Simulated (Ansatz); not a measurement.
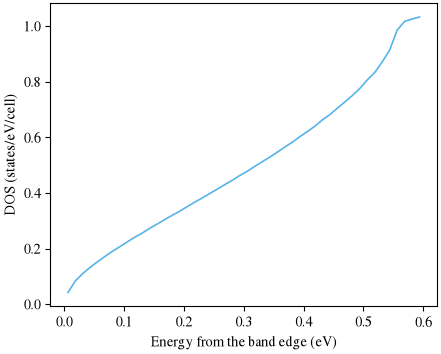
Figure. Density of states of RhAgO2 (R-3m) above the conduction band minimum, Ansatz (a program for electronic structure) with PBEsol, rigid bands; cell volume 50.0 Å³.

### Question
What effective density of states at 300 K does this give (∫ g(E) exp(−E/k_BT) dE, both spins, divided by the cell's size)?

### Answer
4.6e19 cm⁻³, a density-of-states mass of 1.49 mₑ, valleys and band degeneracy included.

Spin-orbit coupling is left out. Geometry: cell and atoms relaxed with PBEsol.

Computed structure, not matched to a measured one here, so possibly hypothetical: RhAgO2 (R-3m).
